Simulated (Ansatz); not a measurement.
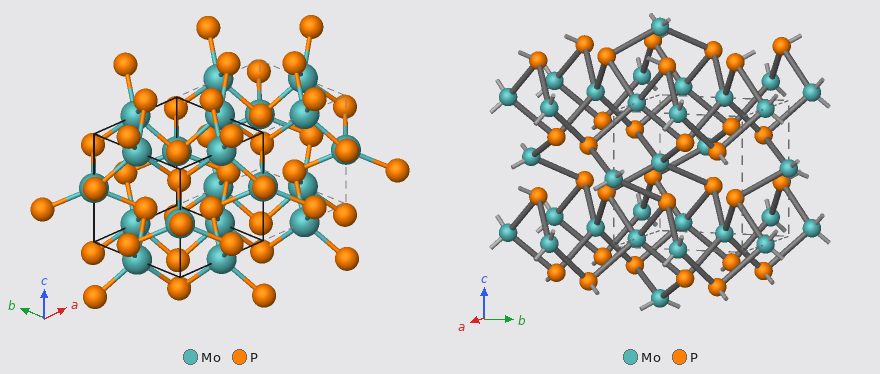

Left: the structure. Right: its underlying net. Nodes are coloured by element. Edges to nodes outside the piece are drawn as stubs.

System Mo3P4 (space group P-43m, No. 215); source of the atomic positions: the input geometry of an electronic-structure calculation (not necessarily at equilibrium); the starting structure was generated, so it need not be a known form of this composition.

Bonds are taken as Mo–P below 2.6 Å. The graph is simplified in the usual way: terminal and isolated atoms are pruned, two-connected atoms become edges.

The result is a binodal (3,4)-connected, three-periodic net: P is a 3-connected node; Mo is a 4-connected node, in the ratio 4:3. It is a single net, without interpenetration.

```json
{"node": "P", "links": "3", "point symbol": "6^3", "coordination sequence": "3 9 15 33 45 84"}
{"node": "Mo", "links": "4", "point symbol": "6^2.8^4", "coordination sequence": "4 8 20 30 60 68"}
```
